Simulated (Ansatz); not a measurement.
## Redistribution: C5H11N + C4H8O2 → C5H10O + C4H9NO

Species: C5H11N (cyclopentylamine) `NC1CCCC1`, singlet; C4H8O2 (butyric acid) `CCCC(=O)O`, singlet; C5H10O (cyclopentanol) `OC1CCCC1`, singlet; C4H9NO `CCCC(N)=O`, singlet. The partners trade NH2 for OH; both sit on C, so the bond types are kept.

Shapes, held fixed at every level: PBE0-D4/def2-TZVP. Flexible molecules stand in one conformer, not always the lowest. Programs: Ansatz 0.2.0. Electronic energies: no zero-point or thermal term.

```csv
level,kind,ΔE (kJ/mol),less CCSD(T)/CBS estimate
r2SCAN-D4/def2-TZVPP,meta-GGA,+4.6,-5.1
B3LYP-D4/def2-TZVPP,global hybrid,+4.6,-5.1
wB97M-V/def2-TZVPP,range-separated hybrid,+7.9,-1.8
B2PLYP/def2-TZVPP,double hybrid,+6.5,-3.2
MP2/def2-TZVPP,perturbation theory,+12.1,+2.4
CCSD(T)/def2-TZVPP,coupled cluster or CI,+11.5,+1.8
CCSD(T)/CBS estimate,coupled cluster or CI,+9.7,0.0
```

The highest level, CCSD(T)/CBS estimate, gives ΔE = +9.7 kJ/mol; the levels span +4.6 to +12.1. The column of differences is taken from that level and isn't an error. No measured value is set beside it here. The CBS estimate extrapolates MP2 from def2-TZVPP and def2-QZVPP and adds CCSD(T) − MP2 in the triple-zeta set, cores frozen.

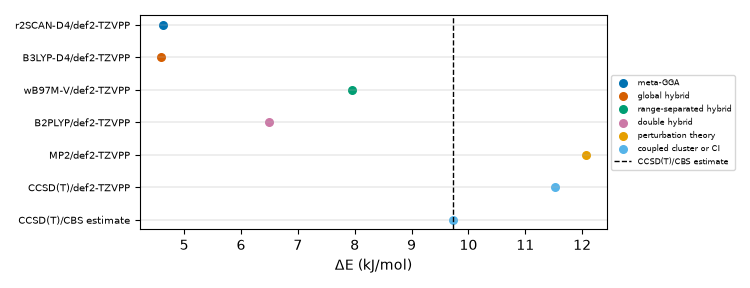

The values of the table, level by level.
